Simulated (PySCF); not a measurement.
```xyz
16

C     1.3058    2.2962   -0.1890
C     0.6121    1.3158   -0.1478
C    -0.3129    0.2463   -0.1355
C    -0.0931   -1.0519    0.1299
O     1.0285   -1.6906    0.4960
C     2.2331   -0.9641    0.6122
O    -1.6074    0.6811   -0.4920
C    -2.6448    0.1750    0.1862
F    -3.6510    1.0618    0.1614
F    -3.1435   -0.9510   -0.4019
H     1.9535    3.1210   -0.2131
H    -0.9121   -1.7568    0.0663
H     2.9857   -1.6928    0.9089
H     2.1522   -0.1850    1.3737
H     2.5126   -0.5071   -0.3394
H    -2.4264   -0.0888    1.2402
```

Geometry: GFN2-xTB.

All numbers below come from PBE0/def2-SVPD, SCF density, gas phase (PySCF).

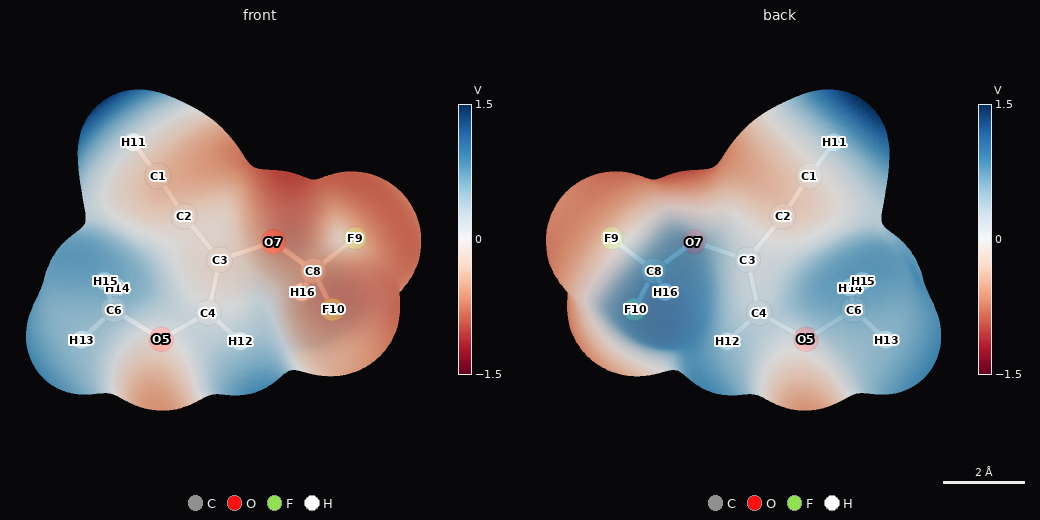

C$_{6}$H$_{6}$F$_{2}$O$_{2}$ (SMILES C#C/C(=C\OC)OC(F)F). The electrostatic potential painted on the density surface at 0.001 e/bohr³, seen from the front and from behind; the colour scale runs from red (negative) to blue (positive).

> Which sites attract a positive test charge, and which a negative one?

A positive charge is drawn to the negative regions and a negative charge to the positive ones. The most negative region (about −1.0 V) lies over O7, the most positive (about +1.4 V) over H11.
